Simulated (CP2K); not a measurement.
# SiHOF2 (SMILES O[Si](F)F): GFN2-xTB

Aim: the energy change on altering one bond length of SiHOF2 at GFN2-xTB, from 2 runs. 

Program for the calculation: CP2K 2026.2.

## Step 1: The molecule

SiHOF2 has 5 atoms, charge 0, and is taken as a doublet. SMILES: `O[Si](F)F`. Geometry: relaxed at PBE0-D4/def2-TZVP. This is one conformer, not always the lowest.

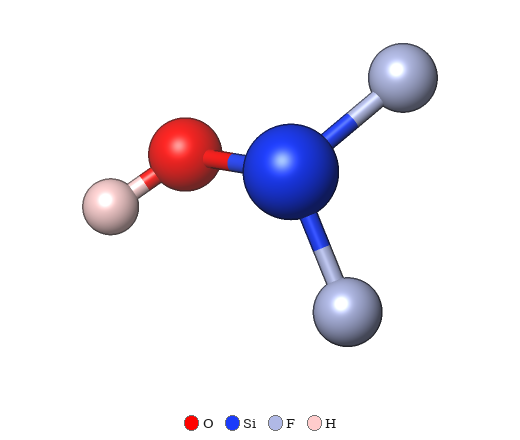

Viewed from a chosen angle; oxygen red, silicon blue, fluorine light blue, hydrogen pink.

## Step 2: Energy and gradient at GFN2-xTB

The input, molecule.xyz:

```xyz
5

O      0.144800     1.087900    -0.214100
Si    -0.086900    -0.365800     0.478600
F      1.362100    -0.934000     0.772500
F     -0.797000    -1.371300    -0.531000
H     -0.623100     1.583200    -0.506000
```

The input, mol.inp:

```
&FORCE_EVAL
  METHOD QUICKSTEP
  &DFT
    CHARGE 0
    MULTIPLICITY 2
    SPIN_POLARIZED T
    &QS
      METHOD XTB
      EPS_DEFAULT 1.0E-10
      &XTB
        GFN_TYPE TBLITE
        &TBLITE
          METHOD GFN2
        &END TBLITE
        CHECK_ATOMIC_CHARGES F
      &END XTB
    &END QS
    &POISSON
      PERIODIC NONE
      POISSON_SOLVER ANALYTIC
    &END POISSON
    &SCF
      SCF_GUESS ATOMIC
      EPS_SCF 1.0E-07
      MAX_SCF 150
      ADDED_MOS 8
      &DIAGONALIZATION
        ALGORITHM STANDARD
      &END DIAGONALIZATION
      &MIXING
        METHOD DIRECT_P_MIXING
        ALPHA 0.4
      &END MIXING
    &END SCF
    &PRINT
      &MOMENTS
        PERIODIC F
        REFERENCE COM
        MAX_MOMENT 1
      &END MOMENTS
      &MO ON
        ENERGIES T
        OCCUPATION_NUMBERS T
        NDIGITS 6
        &EACH
          QS_SCF 0
        &END EACH
        ADD_LAST NUMERIC
      &END MO
      &HIRSHFELD OFF
      &END HIRSHFELD
    &END PRINT
  &END DFT
  &SUBSYS
    &CELL
      ABC [angstrom] 10.2 11 9.3
      PERIODIC NONE
    &END CELL
    &TOPOLOGY
      COORD_FILE_NAME molecule.xyz
      COORD_FILE_FORMAT XYZ
      &CENTER_COORDINATES
      &END CENTER_COORDINATES
    &END TOPOLOGY
  &END SUBSYS
  &PRINT
    &FORCES ON
    &END FORCES
  &END PRINT
&END FORCE_EVAL

&GLOBAL
  PROJECT_NAME mol
  RUN_TYPE ENERGY_FORCE
  PRINT_LEVEL MEDIUM
&END GLOBAL
```

Started as:

```
OMP_NUM_THREADS=1 cp2k.psmp mol.inp > mol.out
```

The log of the run:

```text
CP2K| version string:                                       CP2K version 2026.2
[...]
 GLOBAL| Method name                                                        CP2K
[...]
 GLOBAL| Run type                                                   ENERGY_FORCE
[...]
                             - Atoms:                                          5
[...]
                             - Spherical basis functions:                     22
[...]
 Number of electrons:                                                         13
[...]
  *** SCF run converged in    17 steps ***
[...]
  Fermi energy:                                                -0.32985767611035
[...]
 TB_DIPOLE| Moment [Debye]         -2.03325978       1.74469958       0.77505224
 TB_DIPOLE| Derivative [a.u.]       0.00000000       0.00000000       0.00000000
[...]
 ENERGY| Total FORCE_EVAL ( QS ) energy [hartree]            -15.865745298758393
 FORCES| Atomic forces [hartree/bohr]
 FORCES|   Atom     x               y               z               |f|
 FORCES|      1 -6.65085863E-03 -6.04327638E-03  5.06435682E-04   9.00064370E-03
 FORCES|      2 -3.96391642E-03  1.57589915E-02  9.96843210E-03   1.90637899E-02
 FORCES|      3  5.92699492E-03 -3.63275231E-03 -2.66750187E-03   7.44591999E-03
 FORCES|      4 -4.97558488E-04 -5.59429968E-03 -7.51813511E-03   9.38435448E-03
 FORCES|      5  5.18533861E-03 -4.88663147E-04 -2.89230791E-04   5.21633804E-03
 FORCES| Sum     1.99493200E-17 -8.23993651E-18 -2.87313576E-18
 FORCES| Total atomic force                                       2.17744536E-17
[...]
```

Wall time 0.83 s (1 thread of Intel Xeon 6975P-C (Granite Rapids), shared host); peak memory 0.19 GiB.

## Step 3: The distorted shape at the same level

The input, molecule.xyz:

```xyz
5

O      0.225895     1.596697    -0.456546
Si    -0.086900    -0.365800     0.478600
F      1.362100    -0.934000     0.772500
F     -0.797000    -1.371300    -0.531000
H     -0.542005     2.091997    -0.748446
```

The input, qs.inp:

```
&global
   project_name qs
   run_type ENERGY_FORCE
   print_level MEDIUM
&end global
&force_eval
   method Quickstep
   &dft
      multiplicity 2
      uks T
      &qs
         method XTB
         eps_default 1.0E-10
         &xtb
            gfn_type TBLITE
            &tblite
               method GFN2
            &end tblite
            check_atomic_charges F
         &end xtb
      &end qs
      ! no periodic images
      &poisson
         periodic NONE
         poisson_solver ANALYTIC
      &end poisson
      &scf
         scf_guess ATOMIC
         eps_scf 1.0E-07
         max_scf 150
         added_mos 8
         &diagonalization
            algorithm STANDARD
         &end diagonalization
         &mixing
            method DIRECT_P_MIXING
            alpha 0.4
         &end mixing
      &end scf
      ! extra output
      &print
         &moments
            periodic F
            reference COM
            max_moment 1
         &end moments
         &mo ON
            energies T
            occupation_numbers T
            ndigits 6
            &each
               qs_scf 0
            &end each
            add_last NUMERIC
         &end mo
         &hirshfeld OFF
         &end hirshfeld
      &end print
   &end dft
   ! structure
   &subsys
      &cell
         abc 10.2 11.5 9.5
         periodic NONE
      &end cell
      &topology
         coord_file_name molecule.xyz
         coord_file_format XYZ
         &center_coordinates
         &end center_coordinates
      &end topology
   &end subsys
   &print
      &forces ON
      &end forces
   &end print
&end force_eval
```

Started as:

```
OMP_NUM_THREADS=1 cp2k.psmp -i qs.inp > qs.out 2>&1
```

The log of the run:

```text
CP2K| version string:                                       CP2K version 2026.2
[...]
 GLOBAL| Method name                                                        CP2K
[...]
 GLOBAL| Run type                                                   ENERGY_FORCE
[...]
                             - Atoms:                                          5
[...]
                             - Spherical basis functions:                     22
[...]
 Number of electrons:                                                         13
[...]
  *** SCF run converged in    29 steps ***
[...]
  Fermi energy:                                                -0.37632514991130
[...]
 TB_DIPOLE| Moment [Debye]         -1.99866724      -0.43066965       1.46113613
 TB_DIPOLE| Derivative [a.u.]       0.00000000       0.00000000       0.00000000
[...]
 ENERGY| Total FORCE_EVAL ( QS ) energy [hartree]            -15.796664449620875
 FORCES| Atomic forces [hartree/bohr]
 FORCES|   Atom     x               y               z               |f|
 FORCES|      1 -5.94410154E-03 -5.67272327E-02  2.48445382E-02   6.22138438E-02
 FORCES|      2  2.81598236E-03  6.83007116E-02 -2.29225943E-02   7.20996691E-02
 FORCES|      3 -2.01571942E-03 -2.35118285E-03 -4.81441565E-03   5.72448982E-03
 FORCES|      4  5.40581427E-03 -1.38969810E-03 -1.37708010E-03   5.74895106E-03
 FORCES|      5 -2.61975671E-04 -7.83259788E-03  4.26955190E-03   8.92453328E-03
 FORCES| Sum    -1.10588622E-17  5.20417043E-18  2.60208521E-17
 FORCES| Total atomic force                                       2.87483316E-17
[...]
```

Wall time 0.85 s (1 thread of Intel Xeon 6975P-C (Granite Rapids), shared host); peak memory 0.19 GiB.

## Step 4: What came out

Level: GFN2-xTB.

| quantity | value |
| --- | --- |
| first shape: total energy | -15.86575 Eh |
| first shape: dipole moment (from atomic charges alone) | 2.79 D |
| first shape: HOMO energy (highest over α and β) | -9.24 eV |
| first shape: LUMO energy (lowest over α and β) | -8.71 eV |
| first shape: largest force on an atom | 0.980 eV/Å |
| distorted shape: total energy | -15.79666 Eh |
| distorted shape: dipole moment (from atomic charges alone) | 2.51 D |
| distorted shape: HOMO energy (highest over α and β) | -10.46 eV |
| distorted shape: LUMO energy (lowest over α and β) | -10.02 eV |
| distorted shape: largest force on an atom | 3.708 eV/Å |
| energy change with the O1–Si2 bond stretched from 1.627 to 2.196 Å | 1.880 eV |

What this shows: With the O1–Si2 bond stretched from 1.627 to 2.196 Å the energy rises by 1.88 eV (181 kJ/mol). The first shape isn't relaxed at this level, so the change isn't measured from a minimum. The largest force (first shape) is 0.98 eV/Å: the shape isn't a stationary point for this species at this level. The dipole (first shape) comes from point charges on the atoms alone, without atomic dipoles, so it is partial. The dipole (distorted shape) comes from point charges on the atoms alone, without atomic dipoles, so it is partial.
